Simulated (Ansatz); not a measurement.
Al$_{2}$Cu (Al2Cu type, space group I4/mcm)

```xyz
6
Lattice="-3.0297 3.0297 2.4370 3.0297 -3.0297 2.4370 3.0297 3.0297 -2.4370" Properties=species:S:1:pos:R:3 pbc="T T T"
Al     0.9591     3.9888     0.0000
Al     0.9591     2.0706     2.4370
Al     2.0706     0.9591     0.0000
Al     2.0706    -0.9591     2.4370
Cu     0.0000     0.0000     1.2185
Cu     0.0000     0.0000     3.6555
```

Equation-of-state scan: isotropic scaling of the cell above, V₀ being its volume. The atoms relax within the cell's symmetry.

Calculation: PBE (plane waves to 420 eV, PAW, scalar-relativistic; Ansatz, a quantum-chemistry and plane-wave program). k mesh 12×12×12 (Γ-centred), Fermi-Dirac smearing 0.05 eV. Energies are smeared free energies. With the shape held, the modulus is that of even scaling; a crystal free to change shape is softer. Al2Cu is run without spin polarisation. Al2Cu was relaxed with its symmetry unable to fall. The PAW data are Ansatz's earlier set. The zero of ΔE is the relaxed starting cell.

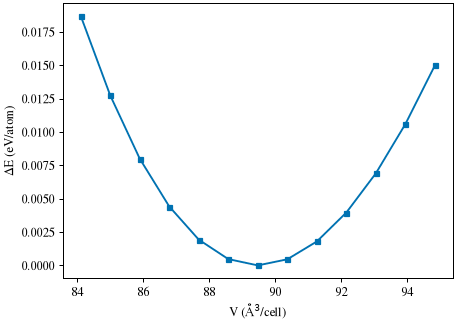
*ΔE (eV/atom) against V (Å³/cell); markers are the computed points, lines only join them.*

The energy cost of the largest expansion is 15 meV/atom and the pressure for 5 % compression (fit) comes out as 5.7 GPa. The pressure at the smallest volume is 7.1 GPa. The energy cost of the largest compression comes out as 19 meV/atom and the equilibrium volume of the fit comes out as 14.91 Å³/atom.

P = (3B₀/2)(x⁷ − x⁵)[1 + ¾(B₀′ − 4)(x² − 1)] with x = (1/0.95)^(1/3), B₀ = 99.6 GPa and B₀′ = 4.54.

(Under strain, the slope of the energy per volume gives the stress and its curvature an elastic modulus.)
